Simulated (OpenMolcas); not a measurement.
## Multiconfigurational calculation for Re⁶⁺ complex

- system: Re⁶⁺ with 6 ligands (NH3; octahedron, 1.88 Å), with no charges around it.
- method: state-averaged SS-CASPT2, IPEA shift 0.25, imaginary shift 0.1 hartree, closed shells 5s 5p of the metal and the valence shells of the ligands correlated, active space 1 electron in the shell 5d, basis ANO-RCC-VTZP on the metal and ANO-RCC-VDZP on the ligands, DKH2 scalar Hamiltonian, spin-orbit coupling by RASSI with atomic mean-field integrals (OpenMolcas)

The input:
```
&GATEWAY
Coord
25

Re 0.0 0.0 0.0
N 1.880000 0.000000 0.000000
H 2.262099 0.945728 0.000000
H 2.262099 -0.472864 0.819024
H 2.262099 -0.472864 -0.819024
N 0.000000 1.880000 0.000000
H 0.000000 2.262099 0.945728
H 0.819024 2.262099 -0.472864
H -0.819024 2.262099 -0.472864
N -1.880000 0.000000 0.000000
H -2.262099 -0.945728 0.000000
H -2.262099 0.472864 -0.819024
H -2.262099 0.472864 0.819024
N 0.000000 -1.880000 0.000000
H 0.000000 -2.262099 -0.945728
H -0.819024 -2.262099 0.472864
H 0.819024 -2.262099 0.472864
N 0.000000 0.000000 1.880000
H 0.945728 0.000000 2.262099
H -0.472864 0.819024 2.262099
H -0.472864 -0.819024 2.262099
N 0.000000 0.000000 -1.880000
H -0.945728 0.000000 -2.262099
H 0.472864 -0.819024 -2.262099
H 0.472864 0.819024 -2.262099
Basis=Re.ANO-RCC-VTZP,H.ANO-RCC-VDZP,N.ANO-RCC-VDZP
Group=XYZ
NoMove
AngMom=0.0 0.0 0.0
AMFI
RICD
&SEWARD
&RASSCF
FileOrb=start.orb
Symmetry=1
Spin=2
nActEl=1 0 0
Inactive=30 34
Ras2=5 0
CIRoot=5 5 1
SDav=5
CIMx=300
Iter=150 100
PrWF=0.3
OrbListing=Nothing
MaxOrb=0
LevShft=1.0
>>> COPY $Project.JobIph JOB001
&RASSI
NrOfJobIphs=1 5
1 2 3 4 5
IphNames
JOB001
EJob
SpinOrbit
DIPRint=1.0
SOCoupling=1000.0
Subsets=2
Property=9
'ANGMOM' 1 'ANGMOM' 2 'ANGMOM' 3 'MLTPL  1' 1 'MLTPL  1' 2 'MLTPL  1' 3
'AMFI' 1 'AMFI' 2 'AMFI' 3
SOProperty=3
'ANGMOM' 1 'ANGMOM' 2 'ANGMOM' 3
>>> COPY JOB001 $Project.JobIph
&CASPT2
Multistate=5 1 2 3 4 5
NoMult
Frozen=17 19
IPEA=0.25
Imaginary=0.1
MaxIter=60
WThr=0.0 0.3 0.05
PrWF=0.5
NoMix
```

The file start.orb holds starting orbitals from an earlier step. A driver script formed the levels outside the program, from RASSI's spin-orbit matrix and the CASPT2 energies (for multi-state variants, the effective Hamiltonian), averaged over the components of each term or state. The log and the time are those of the CASPT2 step.

Command:
```bash
OMP_NUM_THREADS=1 MOLCAS_MEM=2457 MOLCAS_PROJECT=a pymolcas a.inp > a.log  # once for each step of the input, in one work folder
```

Output (extracts):
```
--- CASPT2 ---
Orbital specifications:
      -----------------------

      Symmetry species                           1   2
                                                ag  au
      Frozen orbitals                           17  19
      Inactive orbitals                         13  15
      Active orbitals                            5   0
      Secondary orbitals                       103 106
      Deleted orbitals                           0   0
      Number of basis functions                138 140
Type of calculation                        SS-CASPT2
      Fock operator                              state-specific
      IPEA shift                                 0.25
      Real shift                                 0.00
      Imaginary shift                            0.10
      The input orbitals will be transformed to quasi-canonical
Reference energy:      -17009.9136952404
      E2 (Non-variational):      -1.6371458887
      Shift correction:          -0.0015441968
      E2 (Variational):          -1.6386900855
      Total energy:          -17011.5523853258
      Residual norm:              0.0000006861
      Reference weight:           0.68786
      Contributions to the CASPT2 correlation energy
      Active & Virtual Only:         -0.0000000009
      One Inactive Excited:          -0.0793711737
      Two Inactive Excited:          -1.5577747142
Reference energy:      -17009.9109378452
      E2 (Non-variational):      -1.6400759823
      Shift correction:          -0.0015658927
      E2 (Variational):          -1.6416418751
      Total energy:          -17011.5525797203
      Residual norm:              0.0000000839
      Reference weight:           0.68679
      Contributions to the CASPT2 correlation energy
      Active & Virtual Only:         -0.0000000006
      One Inactive Excited:          -0.0818564563
      Two Inactive Excited:          -1.5582195255
::    CASPT2 Root  1     Total energy: -17011.55238533
::    CASPT2 Root  2     Total energy: -17011.55257972
::    CASPT2 Root  3     Total energy: -17011.55246516
::    CASPT2 Root  4     Total energy: -17011.18013079
::    CASPT2 Root  5     Total energy: -17011.18015962
```

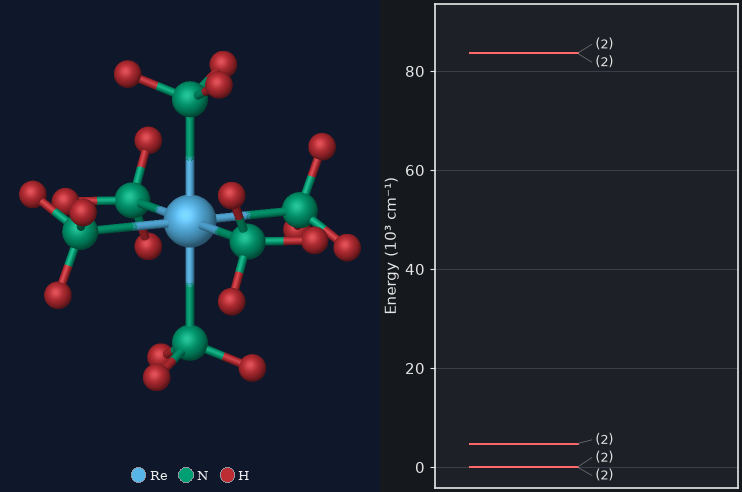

**Figure 1.** Re⁶⁺ (5d) with 6 ligands, NH₃, at 1.88 Å (arrangement: octahedron, Ci), and its levels. Labels give the representation in O, Td, D4 or D3 as the site allows (double group for half-integer spin) where it could be assigned and, in brackets, the degeneracy; spin-free states, where drawn, share the zero of the spin-orbit levels. The ground level is a Kramers doublet, 100 % from states of spin multiplicity 2. Its principal g values are 0.00, 0.00 and 0.22, easy-axis. The next level lies at 0.66 cm⁻¹.

Results in brief:

- outcome: converged
- energy of the lowest spin-free term: −17011.55252 hartree
- energy of the lowest spin-orbit level: −17011.56024 hartree
- CASPT2 correlation energy: −1.6388 hartree
- largest spread among components of a term: 25.1 cm⁻¹
- lowest reference weight: 0.686
- hardware: 1 thread of Arm Neoverse V1, 24 GiB of memory available, shared host
- wall time: 2 min
- peak memory: 0.65 GiB

Notes:

Caveats: orbital doublet at a regular site, Jahn-Teller distortion not allowed for; covalent bonds, ligand orbitals missing from the active space; distances are set from ionic radii, not optimised.
